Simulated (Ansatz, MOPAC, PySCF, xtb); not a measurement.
H3NSe (SMILES N[SeH]) and HF (SMILES F) are pulled apart as rigid monomers along the line of their centres of mass, from the B3LYP-D3(BJ)/def2-TZVP minimum. Starting geometry (charge 0, multiplicity 1):
```xyz
7

N     -1.001     0.600     0.760
Se    -0.201    -0.947     0.049
H     -0.826     1.398     0.160
H     -2.001     0.468     0.859
H     -0.929    -0.997    -1.240
F      0.079     1.034     3.150
H     -0.318     0.890     2.292
```

Interaction energies with rigid monomers; basis-set methods are counterpoise corrected unless marked otherwise.

Rows in 3-21G carry no dispersion term and start afresh at each structure; the Pople sets are all-electron and without relativity. The state reached by AM1 isn't checked.

Run with Ansatz (Gaussian orbitals); MOPAC for AM1 (differences of heats of formation); PySCF for 3-21G rows, the dispersion terms; xtb for the GFN methods. Each number belongs to the level named beside it.

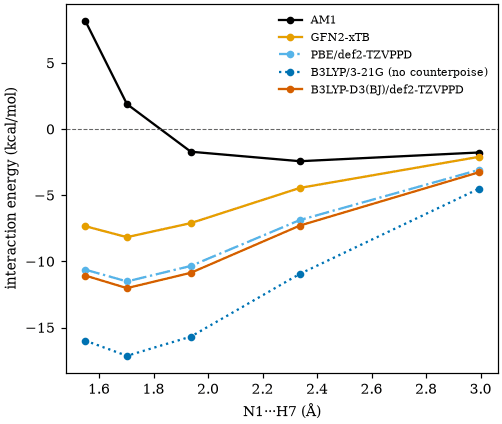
Fig. 1. Interaction energy against separation

Which level binds most strongly at N1···H7 = 1.70, and by how much?

B3LYP/3-21G (no counterpoise), -17.1 kcal/mol.

Ansatz is a quantum-chemistry and plane-wave program.
